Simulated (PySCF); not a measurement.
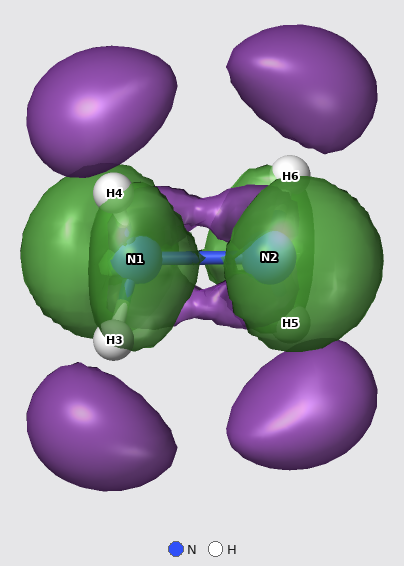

*H4N2, SMILES `NN`. Unrelaxed difference density of S₃ less the ground state (TDA singlet states), ±0.02 e/Å³; purple: gain, green: loss.*

Level of theory: B3LYP/def2-SVPD (PySCF), at a geometry from GFN2-xTB. No frequency check shows the geometry to be a minimum.

> How does the charge move on excitation?

0.85 e is displaced in all, largely into diffuse regions outside the molecule. The state: 6.61 eV (188 nm), f = 0.005, diffuse (Rydberg-like) orbital; the leading pair carries 100 %; hole on N1 and N2 (42 % each), electron on H3, H4, H5 and H6 (20 % each) and N1 and N2 (10 % each) (atom shares of so diffuse an orbital are rough); their centroids lie 0.0 Å apart.
